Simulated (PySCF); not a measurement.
**BCl₃GaH₃: density, localisation and related maps**

```csv
atom,x (Å),y (Å),z (Å)
B,0.3757,0.0040,-0.9028
H,0.1721,1.0363,-0.3216
H,-0.1418,-1.0390,-0.6032
H,1.6664,-0.2240,-0.7907
Cl,2.9946,-1.8544,-3.1254
Ga,2.2703,0.0072,-2.4009
Cl,0.0526,0.3193,-2.8388
Cl,3.3981,1.8053,-2.4841
```

Geometry: PBE0-D3(BJ)/def2-SVP.

Theory: PySCF 2.14.0, PBE0-D3(BJ)/def2-TZVP, SCF density, gas phase.

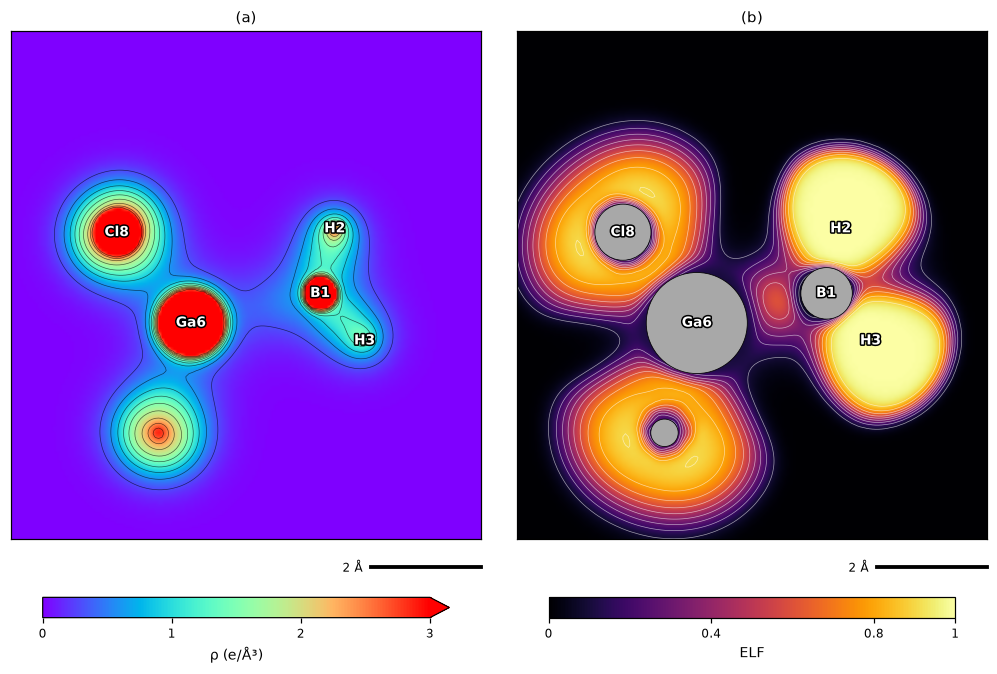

Figure 1. (a) total electron density; (b) electron localisation function on the plane of atoms H2, B1 and Ga6. Grey discs cover the atomic cores in the ELF map.

Interpret the plot.

Answer.
- The section cuts through B, H, Ga and Cl sites.
- Ga–Cl (2.12 Å): ρ at the midpoint is about 0.76 e/Å³; the ELF peaks at about 0.80 in the valence shell of Cl, 0.8 Å from its nucleus, and is about 0.60 at the midpoint.
- Ga–B (2.42 Å): the density is about 0.37 e/Å³ at the midpoint; the ELF peaks at about 0.60 in the valence shell of B, 0.9 Å from its nucleus, and is about 0.45 at the midpoint.
- B–H (1.20 Å): ρ at the midpoint is about 1.3 e/Å³; the ELF climbs to about 1 towards the hydrogen, as it does in any bond to H; an ordinary covalent bond to hydrogen.
- The ELF also peaks beside Cl5 and Cl8, away from the bonds: lone-pair regions.

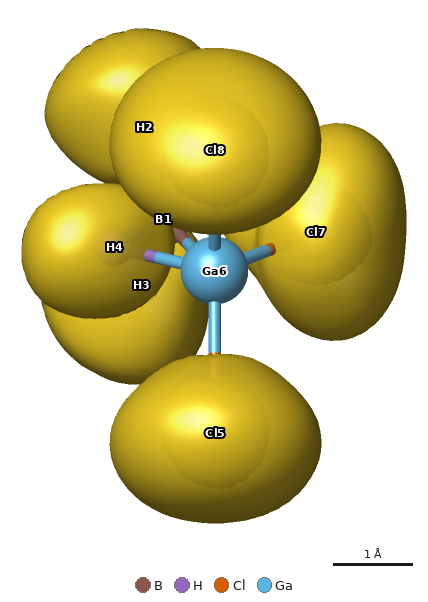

Figure 2. Isosurface of the electron localisation function at 0.75 (yellow), seen at an oblique angle. Only the valence region is drawn (cores and ρ < 0.01 e/Å³ removed).

Identify the bonds, lone pairs and shells in this picture.

Answer. The surface consists of three regions around hydrogen nuclei, one region on Cl in which the atom's valence shell and bonds are merged and two regions wrapped around Cl (the valence shell of each).


B–Cl (1.99 Å): the ELF peaks at about 0.85 between the atoms; a polar covalent bond.

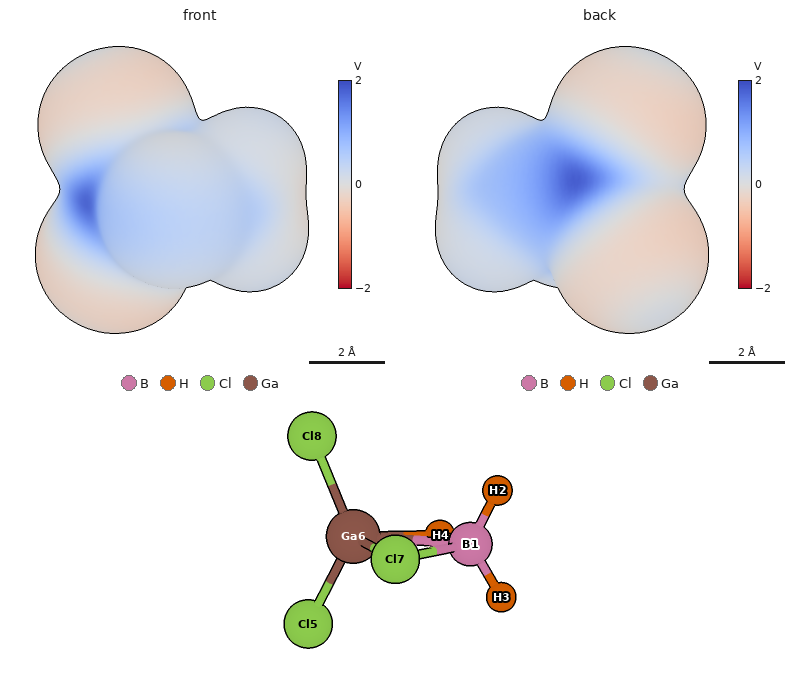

Figure 3. The electrostatic potential painted on the density surface at 0.001 e/bohr³, seen from the front and from behind; red is negative and blue positive. The bare structure is drawn below in the same view.

Which sites attract a positive test charge, and which a negative one?

Answer. A positive charge is drawn to the negative regions and a negative charge to the positive ones. The most negative region (about −0.3 V) lies over Cl5 and Cl8, the most positive (about +1.7 V) over Ga6.

How polar is the molecule by this calculation?

Answer. Its dipole moment is 0.77 D.
